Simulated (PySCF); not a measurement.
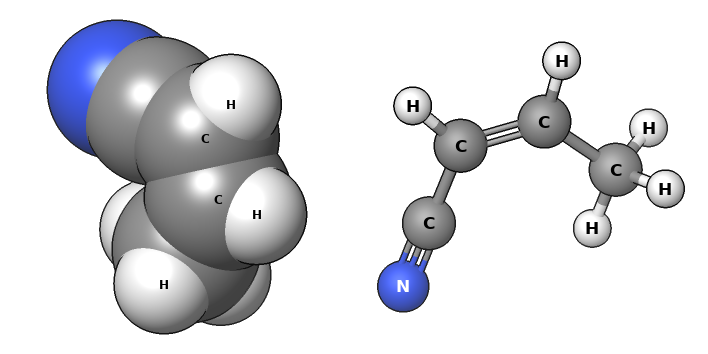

Both panels show the same species.

Computed geometry: PBE0-D3(BJ)/def2-SVP optimisation. No frequency run is at hand to confirm it as a minimum.

Count the atoms of each element.

Answer. C4H5N, 10 atoms: 4 carbon, 5 hydrogen and 1 nitrogen.

What is its SMILES?

Answer. C/C=C\C#N

Name some functional groups or characteristic bonds that it holds.

Answer. Among them: nitrile, alkene.

More results for the same structure follow; atom numbers are the same in all pictures, views and colours differ.

### Dipole moment

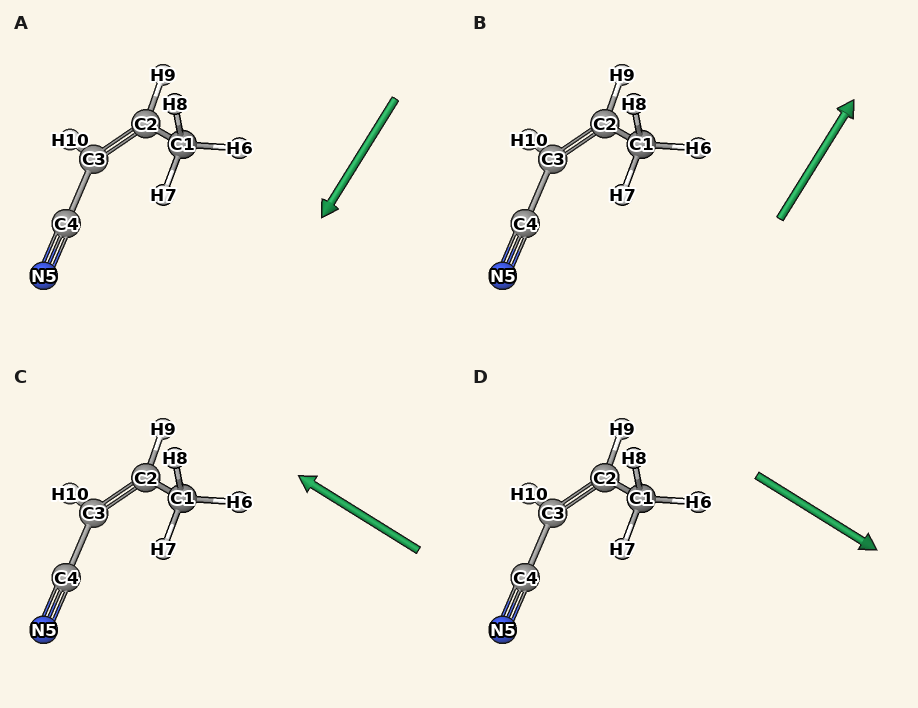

The same molecule four times, each with an arrow. No frequency run is at hand to confirm it as a minimum. Properties computed with B3LYP/cc-pVTZ, gas phase (PySCF 2.14.0).

Which arrow points along the dipole moment, from the negative to the positive end?

Answer. B. The dipole moment is 4.24 D; it points from the side of N5 to the side of H9 (the outermost atoms at the two ends).

### Quadrupole coupling

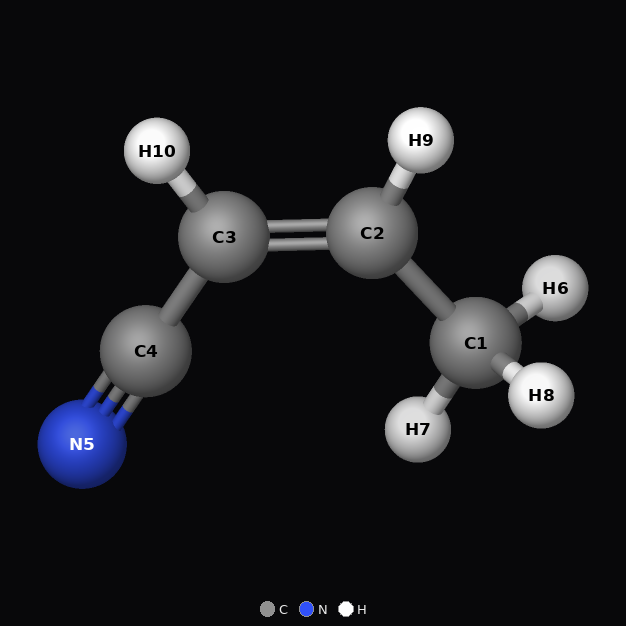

No frequency run is at hand to confirm it as a minimum. Electric field gradients from the ground-state density, B3LYP/6-31G* (PySCF 2.14.0), non-relativistic apart from any core potentials.

Give the largest field-gradient component, the quadrupole coupling constant and the asymmetry for 14N at N5 (Q = 20.44 mb), 2H at H6 (Q = 2.86 mb), 2H at H7 (Q = 2.86 mb).

```
atom  V_zz (a.u.)  e²qQ/h (MHz)     η
  N5       −0.745         −3.58  0.10
  H6        0.277         0.186  0.03
  H7        0.275         0.185  0.04
```

### Excitation

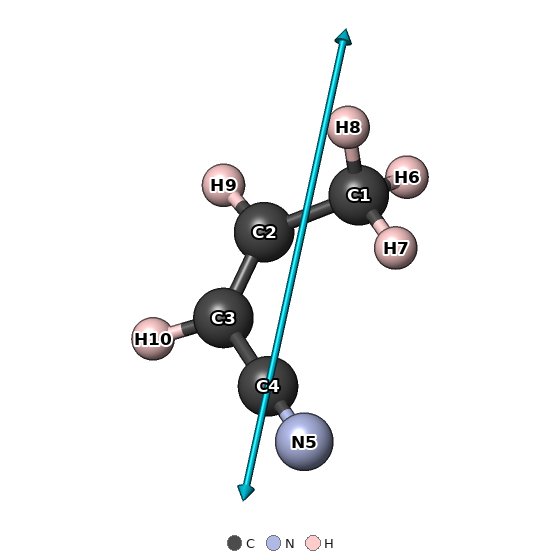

The double arrow shows the direction of the transition dipole to excited singlet state 2 (its length means nothing). No frequency run is at hand to confirm it as a minimum. Method: TDDFT PBE/def2-SVPD, vertical, gas phase, core orbitals frozen in the response (PySCF 2.14.0).

How is the transition polarised?

Answer. Close to the long direction C1···N5.

Give its energy, strength and character.

Answer. 5.92 eV (209 nm), oscillator strength 0.32, mainly HOMO → LUMO (weight 0.86); transition dipole 3.76 D.

### Spin–spin coupling

No frequency run is at hand to confirm it as a minimum. Properties computed with B3LYP/cc-pVTZ indirect spin-spin coupling, non-relativistic, gas phase (PySCF 2.14.0). Isotopes: 13C, 1H, 15N.

Give the spin–spin coupling constants of these pairs, with the number of bonds between them: C4/N5, C3/N5, C2/N5, N5/H10.

```csv
pair,bonds apart,J (Hz)
"C4, N5",1,−42.7
"C3, N5",2,4.1
"C2, N5",3,−0.9
"N5, H10",3,−0.8
```
